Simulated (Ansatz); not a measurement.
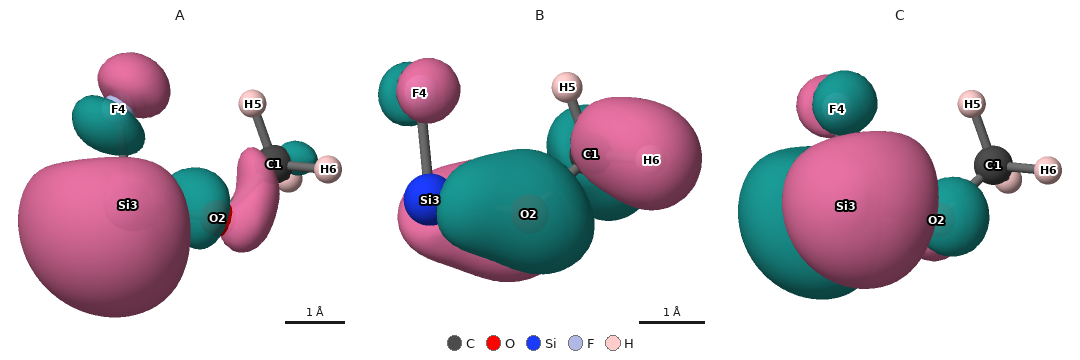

*CH3FOSi. Three frontier orbitals at ±0.1 Å⁻³ᐟ² (teal and pink are the two phases), in no order.*

All numbers below come from UKS PBE/def2-SVP (Ansatz).

```yaml
atoms:
  - { symbol: C, position_ang: [-0.4996, 0.2305, 0.5931] }
  - { symbol: O, position_ang: [0.6650, 0.7016, -0.0751] }
  - { symbol: Si, position_ang: [1.5746, 0.0363, -1.3118] }
  - { symbol: F, position_ang: [0.7602, -1.3874, -1.5973] }
  - { symbol: H, position_ang: [-0.8291, -0.7551, 0.2023] }
  - { symbol: H, position_ang: [-0.2888, 0.1397, 1.6796] }
  - { symbol: H, position_ang: [-1.3211, 0.9664, 0.4636] }
```

> Order the three orbitals by energy and name them.

B is the HOMO−1 (−7.36 eV). Its weight (Hirshfeld) is mainly on O2 (about 55 %), C1 (about 15 %), H6 (about 10 %) and H7 (about 10 %). A is the HOMO (−6.47 eV). It lies mainly on Si3 (about 75 %), F4 (about 10 %) and O2 (about 10 %). C is the LUMO (−2.26 eV). By Hirshfeld shares it lies mainly on Si3 (about 80 %), O2 (about 10 %) and F4 (about 10 %).

> What is the HOMO–LUMO gap?

4.21 eV between the orbital energies.
